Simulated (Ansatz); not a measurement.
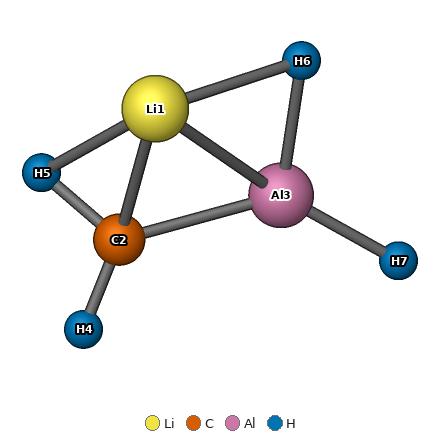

The system is CH₄AlLi; the picture shows the grid point nearest to the relaxed geometry. Two internal coordinates are moved rigidly from the geometry relaxed at PBE0-D4/def2-TZVP, all others fixed. Coordinates scanned: (1) bond Al3–H7; (2) bond C2–H4. The scan uses a 7 × 7 grid. Points are written as (first, second). Energies: kJ/mol, counted from the lowest grid point. Computed with RKS r2SCAN-D4/def2-TZVPP (Ansatz).

Its coordinates:

```xyz
7

Li   -1.5693    0.5697    0.4221
C    -0.3398   -0.5182   -0.7394
Al    0.8479    0.1772    0.5051
H    -0.1728   -1.4427   -1.2215
H    -0.9087    0.1300   -1.4301
H    -0.0071    1.4236    1.2071
H     2.1000   -0.2951    1.2446
```

Range: bond Al3–H7 from 1.362 to 2.059 Å; bond C2–H4 from 0.892 to 1.577 Å.

**What will the energy surface look like?**

The lowest grid point is at (1.529 Å, 1.056 Å). The bottom of the well lies between grid points, at about (1.583 Å, 1.088 Å), about 3.9 kJ/mol lower on the interpolated surface. No other kind of well shows on this grid. The highest grid point, (2.059 Å, 1.577 Å), lies 251 kJ/mol above the lowest. Round the minimum the two coordinates are nearly uncoupled.

```tsv
bond C2–H4 ↓, bond Al3–H7 →	1.362	1.430	1.529	1.645	1.774	1.912	2.059
1.577	211	187	171	172	188	216	251
1.432	145	121	105	105	121	149	185
1.296	87	63	47	47	64	91	127
1.170	48	24	8	8	24	52	87
1.056	41	16	0	0	16	44	79
0.958	74	50	34	34	50	77	113
0.892	132	108	92	92	108	135	170
```

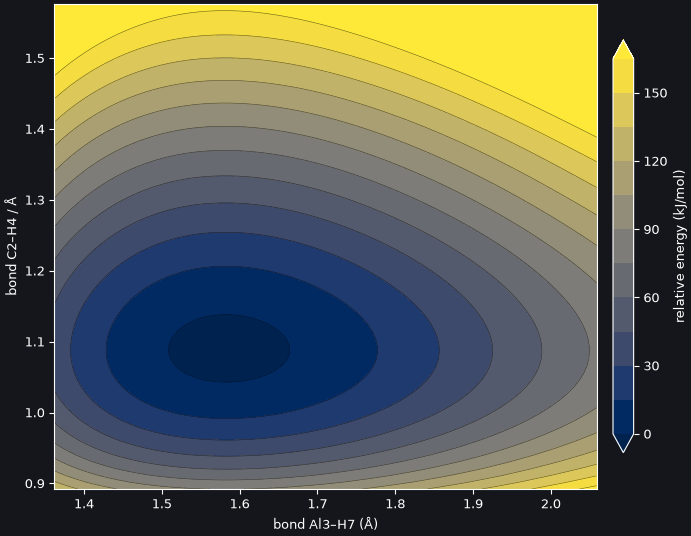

In the figure: filled contours, one colour for all values above the top of the scale. Between grid points the surface is interpolated.
